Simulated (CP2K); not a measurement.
**SiH2Br2 (dibromosilane) at PM6**

Aim: the energy change on altering one bond length of SiH2Br2 (dibromosilane) at PM6, from 2 runs. 

Program for the calculation: CP2K 2026.2.

3 further runs of the same task are left out: 1 that didn't finish, 2 set aside as unsound or not needed.

## (1) The molecule

SiH2Br2: 5 atoms, total charge 0, spin state singlet. As SMILES, `Br[SiH2]Br`. The coordinates come from a GFN2-xTB relaxation.

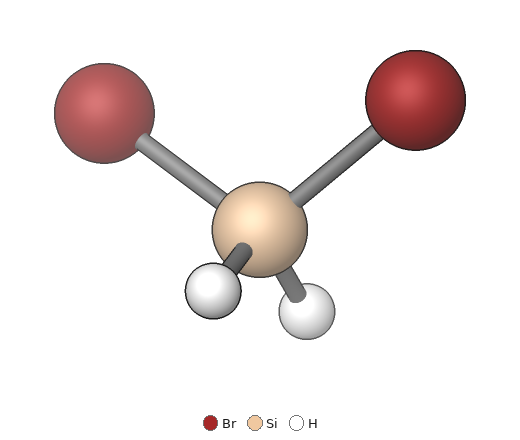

Viewed from a chosen angle; bromine red, silicon light orange, hydrogen white.

## (2) Energy and gradient at PM6

The input, molecule.pdb:

```
HETATM    1 Br   MOL A   1      -1.664  -1.214   0.350  1.00  0.00          BR
HETATM    2 Si   MOL A   1       0.197  -0.059   0.069  1.00  0.00          SI
HETATM    3 Br   MOL A   1      -0.308   1.791  -1.032  1.00  0.00          BR
HETATM    4 H    MOL A   1       1.087  -0.840  -0.762  1.00  0.00           H
HETATM    5 H    MOL A   1       0.688   0.323   1.374  1.00  0.00           H
END
```

The input, molecule.inp:

```
&GLOBAL
 PROJECT_NAME molecule
 RUN_TYPE ENERGY_FORCE
 PRINT_LEVEL MEDIUM
&END GLOBAL

&FORCE_EVAL
 METHOD QUICKSTEP
 &DFT
  &QS
   METHOD PM6
   EPS_DEFAULT 1.0E-10
   &SE
    &COULOMB
     CUTOFF [angstrom] 50
     RC_RANGE [angstrom] 0
    &END COULOMB
    &EXCHANGE
     CUTOFF [angstrom] 50
     RC_RANGE [angstrom] 0
    &END EXCHANGE
   &END SE
  &END QS
  # no periodic images
  &POISSON
   PERIODIC NONE
   POISSON_SOLVER ANALYTIC
  &END POISSON
  # SCF settings
  &SCF
   SCF_GUESS ATOMIC
   EPS_SCF 1.0E-07
   MAX_SCF 150
   ADDED_MOS 4
   &DIAGONALIZATION
    ALGORITHM STANDARD
   &END DIAGONALIZATION
   &MIXING
    METHOD DIRECT_P_MIXING
    ALPHA 0.4
   &END MIXING
  &END SCF
  &PRINT
   &MOMENTS
    PERIODIC F
    REFERENCE COM
    MAX_MOMENT 1
   &END MOMENTS
   &MO ON
    ENERGIES T
    OCCUPATION_NUMBERS T
    NDIGITS 6
    &EACH
     QS_SCF 0
    &END EACH
    ADD_LAST NUMERIC
   &END MO
   &HIRSHFELD OFF
   &END HIRSHFELD
  &END PRINT
 &END DFT
 &SUBSYS
  # vacuum box
  &CELL
   ABC 10.8 11 10.4
   PERIODIC NONE
  &END CELL
  &TOPOLOGY
   COORD_FILE_NAME molecule.pdb
   COORD_FILE_FORMAT PDB
   CONN_FILE_FORMAT OFF
   &CENTER_COORDINATES
   &END CENTER_COORDINATES
  &END TOPOLOGY
 &END SUBSYS
 # extra output
 &PRINT
  &FORCES ON
  &END FORCES
 &END PRINT
&END FORCE_EVAL
```

Started as:

```console
OMP_NUM_THREADS=1 cp2k.psmp molecule.inp > molecule.out
```

The program printed:

```text
CP2K| version string:                                       CP2K version 2026.2
[...]
 GLOBAL| Method name                                                        CP2K
[...]
 GLOBAL| Run type                                                   ENERGY_FORCE
[...]
                             - Atoms:                                          5
[...]
                             - Spherical basis functions:                     29
[...]
 Number of electrons:                                                         20
[...]
     1 P_Mix/Diag. 0.40E+00    0.0     0.66114080       -18.2509673791 -1.83E+01
[...]
    17 DIIS/Diag.  0.21E-07    0.0     0.00000002       -20.5156309838 -3.55E-14
  *** SCF run converged in    17 steps ***
  Core-core repulsion energy [eV]:                            616.45932185772347
  Core Hamiltonian energy [eV]:                              -853.95517019213321
  Two-electron integral energy [eV]:                         -641.52572284971802
  Electronic energy [eV]:                                   -1174.71803161699222
  Total energy [eV]:                                         -558.25870975926875
  Atomic reference energy [eV]:                               556.38205725723424
  Heat of formation [kcal/mol]:                               -43.27663821582001
[...]
 SE_DIPOLE| Moment [Debye]         -1.56480796       0.48231945      -0.55477122
 SE_DIPOLE| Derivative [a.u.]       0.00000000       0.00000000       0.00000000
 ENERGY| Total FORCE_EVAL ( QS ) energy [hartree]            -20.515630983786323
 FORCES| Atomic forces [hartree/bohr]
 FORCES|   Atom     x               y               z               |f|
 FORCES|      1  1.20423958E-03 -2.77579162E-03  1.73930802E-03   3.49004362E-03
 FORCES|      2 -1.95231923E-02  6.11935890E-03 -7.25036569E-03   2.17064366E-02
 FORCES|      3  3.16015202E-03  1.13444489E-03 -3.48414211E-05   3.35778795E-03
 FORCES|      4  8.28686044E-03 -4.47549302E-03 -1.41156478E-03   9.52337171E-03
 FORCES|      5  6.87194022E-03 -2.51914750E-06  6.95746387E-03   9.77905273E-03
 FORCES| Sum    -2.22044605E-16 -9.02056208E-17 -1.38777878E-17
 FORCES| Total atomic force                                       2.40069685E-16
[...]
```

Run time: 0.31 s. Hardware: 1 thread of Arm Neoverse V1, shared host.

## (3) The distorted shape

Changes to molecule.pdb since step 2:

```diff
@@ -1,2 +1,2 @@
-HETATM    1 Br   MOL A   1      -1.664  -1.214   0.350  1.00  0.00          BR
+HETATM    1 Br   MOL A   1      -2.780  -1.908   0.519  1.00  0.00          BR
 HETATM    2 Si   MOL A   1       0.197  -0.059   0.069  1.00  0.00          SI
```

The input, calc.inp:

```
&GLOBAL
 PROJECT_NAME calc
 RUN_TYPE ENERGY_FORCE
 PRINT_LEVEL MEDIUM
&END
&FORCE_EVAL
 METHOD Quickstep
 &DFT
  &QS
   METHOD PM6
   EPS_DEFAULT 1.0E-10
   &SE
    &COULOMB
     CUTOFF [angstrom] 50
     RC_RANGE [angstrom] 0
    &END
    &EXCHANGE
     CUTOFF [angstrom] 50
     RC_RANGE [angstrom] 0
    &END
   &END
  &END
  &POISSON
   PERIODIC NONE
   POISSON_SOLVER ANALYTIC
  &END
  &SCF
   SCF_GUESS ATOMIC
   EPS_SCF 1.0E-07
   MAX_SCF 150
   ADDED_MOS 4
   &DIAGONALIZATION
    ALGORITHM STANDARD
   &END
   &MIXING
    METHOD DIRECT_P_MIXING
    ALPHA 0.4
   &END
  &END
  &PRINT
   &MOMENTS
    PERIODIC F
    REFERENCE COM
    MAX_MOMENT 1
   &END
   &MO ON
    ENERGIES T
    OCCUPATION_NUMBERS T
    NDIGITS 6
    &EACH
     QS_SCF 0
    &END
    ADD_LAST NUMERIC
   &END
   &HIRSHFELD OFF
   &END
  &END
 &END
 &SUBSYS
  &CELL
   ABC 11.9 11.7 10.4
   PERIODIC NONE
  &END
  &TOPOLOGY
   COORD_FILE_NAME molecule.pdb
   COORD_FILE_FORMAT PDB
   CONN_FILE_FORMAT OFF
   &CENTER_COORDINATES
   &END
  &END
 &END
 &PRINT
  &FORCES ON
  &END
 &END
&END
```

Started as:

```console
OMP_NUM_THREADS=1 cp2k.psmp calc.inp > calc.out
```

The program printed:

```text
CP2K| version string:                                       CP2K version 2026.2
[...]
 GLOBAL| Method name                                                        CP2K
[...]
 GLOBAL| Run type                                                   ENERGY_FORCE
[...]
                             - Atoms:                                          5
[...]
                             - Spherical basis functions:                     29
[...]
 Number of electrons:                                                         20
[...]
     1 P_Mix/Diag. 0.40E+00    0.0     0.75969273       -18.3891413487 -1.84E+01
[...]
    24 DIIS/Diag.  0.85E-07    0.0     0.00000009       -20.4096852771 -1.03E-13
  *** SCF run converged in    24 steps ***
  Core-core repulsion energy [eV]:                            530.82923717892879
  Core Hamiltonian energy [eV]:                              -854.18270837032446
  Two-electron integral energy [eV]:                         -464.04461854870107
  Electronic energy [eV]:                                   -1086.20501764467508
  Total energy [eV]:                                         -555.37578046574629
  Atomic reference energy [eV]:                               556.38205725723424
  Heat of formation [kcal/mol]:                                23.20529592078960
[...]
 SE_DIPOLE| Moment [Debye]         -7.81758166      -3.93570901       0.68113414
 SE_DIPOLE| Derivative [a.u.]       0.00000000       0.00000000       0.00000000
 ENERGY| Total FORCE_EVAL ( QS ) energy [hartree]            -20.409685277065950
 FORCES| Atomic forces [hartree/bohr]
 FORCES|   Atom     x               y               z               |f|
 FORCES|      1  3.50717002E-02  2.17364982E-02 -5.27429520E-03   4.15970876E-02
 FORCES|      2 -3.35040258E-02  2.15480193E-03 -7.70275707E-03   3.44455422E-02
 FORCES|      3 -2.66642142E-03 -9.42979013E-03  4.62591335E-03   1.08365040E-02
 FORCES|      4  1.45822539E-03 -1.00462979E-02 -1.07479503E-03   1.02083155E-02
 FORCES|      5 -3.59478382E-04 -4.41521214E-03  9.42593394E-03   1.04149678E-02
 FORCES| Sum    -2.08166817E-17 -1.73472348E-17  2.77555756E-17
 FORCES| Total atomic force                                       3.87895961E-17
[...]
```

Wall time 0.29 s (1 thread of Arm Neoverse V1, shared host).

## (4) Outcome

At PM6:

| quantity | value |
| --- | --- |
| first shape: total energy | -20.51563 Eh |
| first shape: dipole moment | 1.73 D |
| first shape: HOMO energy | -10.62 eV |
| first shape: LUMO energy | -1.09 eV |
| first shape: HOMO–LUMO gap | 9.53 eV |
| first shape: heat of formation at this unrelaxed shape | -43.3 kcal/mol |
| first shape: largest force on an atom | 1.116 eV/Å |
| distorted shape: total energy | -20.40969 Eh |
| distorted shape: dipole moment | 8.78 D |
| distorted shape: HOMO energy | -9.05 eV |
| distorted shape: LUMO energy | -2.86 eV |
| distorted shape: HOMO–LUMO gap | 6.19 eV |
| distorted shape: heat of formation at this unrelaxed shape | 23.2 kcal/mol |
| distorted shape: largest force on an atom | 2.139 eV/Å |
| energy change with the Br1–Si2 bond stretched from 2.208 to 3.533 Å | 2.883 eV |

**Reading.** One bond (distorted shape) is far stretched, which a spin-restricted single reference describes badly. With the Br1–Si2 bond stretched from 2.208 to 3.533 Å the energy rises by 2.88 eV (278 kJ/mol). The first shape isn't relaxed at this level, so the change isn't measured from a minimum. A restricted reference can't describe the breaking bond well at this length. The largest force (first shape) is 1.12 eV/Å: the shape isn't a stationary point for this species at this level.
